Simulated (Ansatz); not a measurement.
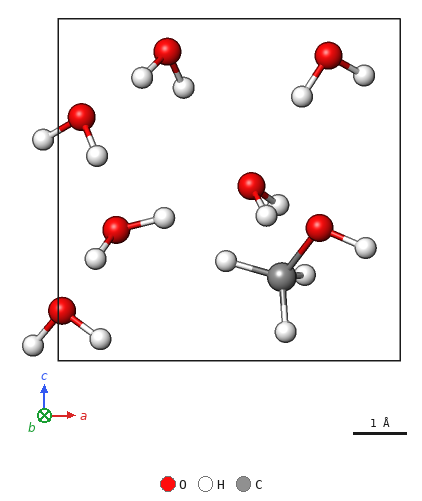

Starting frame of a dynamics run of a periodic cell with 6 H2O + 1 CH3OH at 0.856 g/cm³. A ball-and-stick model of the simulation cell, seen along the b axis.

Method: Ansatz 0.2.0, DFT PBE-D3(BJ), scalar-relativistic, plane waves, PAW.

The input:
```yaml
accuracy: low
crystal:
  lattice:
    - [6.476841, 0.0, 0.0]
    - [0.0, 6.476841, 0.0]
    - [0.0, 0.0, 6.476841]
  atoms:
    - { symbol: O, position: [0.3156878, 1.09763627, 0.89994345] }
    - { symbol: H, position: [0.36325223, 1.19331704, 0.79455523] }
    - { symbol: H, position: [0.24192669, 0.98738895, 0.82381231] }
    - { symbol: O, position: [1.00783899, 0.27621327, 0.14247452] }
    - { symbol: H, position: [0.92272471, 0.35418444, 0.04081367] }
    - { symbol: H, position: [1.11991179, 0.2130369, 0.05961019] }
    - { symbol: O, position: [0.78680794, 0.52222088, 0.88833268] }
    - { symbol: H, position: [0.8907554, 0.61760848, 0.83034557] }
    - { symbol: H, position: [0.70928617, 0.47179671, 0.76857949] }
    - { symbol: O, position: [0.0649104, 0.80308817, 0.70865197] }
    - { symbol: H, position: [-0.04763281, 0.87931602, 0.64275295] }
    - { symbol: H, position: [0.11004661, 0.70837086, 0.59507728] }
    - { symbol: O, position: [0.56150327, 0.42881956, 0.50700825] }
    - { symbol: H, position: [0.63987903, 0.55087645, 0.45154381] }
    - { symbol: H, position: [0.60542287, 0.31418912, 0.42043828] }
    - { symbol: O, position: [0.16636818, 0.56909375, 0.37890975] }
    - { symbol: H, position: [0.10580127, 0.45266281, 0.2942847] }
    - { symbol: H, position: [0.30631775, 0.5201697, 0.41399372] }
    - { symbol: C, position: [0.65026869, 0.90395348, 0.24096852] }
    - { symbol: O, position: [0.76061407, 0.77084988, 0.3845488] }
    - { symbol: H, position: [0.48731932, 0.90222342, 0.28764316] }
    - { symbol: H, position: [0.89555997, 0.73571105, 0.32614289] }
    - { symbol: H, position: [0.71752988, 1.06188999, 0.24724705] }
    - { symbol: H, position: [0.66144887, 0.845503, 0.08065825] }
basis:
  ecutwfc: 420.0
kpoints:
  mp_grid: { grid: [1, 1, 1] }
hamiltonian:
  xc: pbe
  dispersion: d3bj
scf:
  occupations: { method: fermi_dirac, width: 0.02 }
  lower_state_search: "off"
md:
  timestep: 0.75
  n_steps: 300
  ensemble: nvt_langevin
  temperature: 350.0
  initial_velocities: maxwell_boltzmann
  seed: 324188
  friction: 0.02
```

Command:
```bash
ansatz run input.yaml --threads 1 --pin off --max-ram 3072MiB --backend cpu --events-out ev --progress --plain --runs-dir out
```

### What does the trajectory do?

The mean temperature in the second half is 319 K (standard deviation 47 K). The potential energy in the second half lies on average 42.4 meV per atom above the first frame. Root-mean-square distances from the starting positions over the second half, with the common drift of all atoms taken out: H 0.74 Å, C 0.40 Å, O 0.33 Å. The heavy atoms stay within a fraction of a molecule's size of their starting places, while the hydrogen atoms travel further, as molecules turn; so short a run doesn't tell a liquid from a solid.

Along the run (each row but the first and the last is the mean over the interval that it begins):

```json
{"time (fs)": "0.0", "potential energy (meV/atom)": "0.0", "T (K)": "335"}
{"time (fs)": "37.5", "potential energy (meV/atom)": "33.2", "T (K)": "298"}
{"time (fs)": "75.0", "potential energy (meV/atom)": "35.6", "T (K)": "318"}
{"time (fs)": "112.5", "potential energy (meV/atom)": "41.1", "T (K)": "313"}
{"time (fs)": "150.0", "potential energy (meV/atom)": "46.6", "T (K)": "284"}
{"time (fs)": "187.5", "potential energy (meV/atom)": "39.5", "T (K)": "357"}
{"time (fs)": "225.0", "potential energy (meV/atom)": "40.8", "T (K)": "420"}
```

The paths of the atoms:

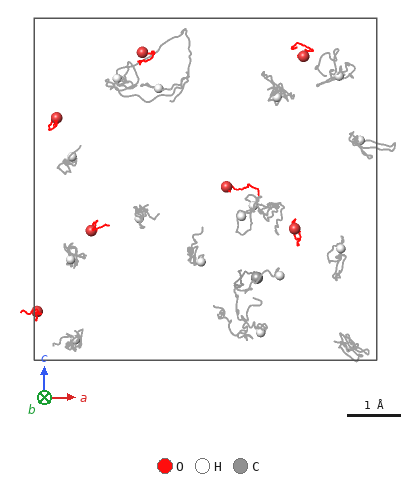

Limits of the set-up: the program's low-accuracy preset was used; the periodic images lie only 6.5 Å apart, so the values are limited by the cell's size.

Cost: 7.3 min on 1 thread of Arm Neoverse V1 (shared host), peak memory 0.35 GiB.
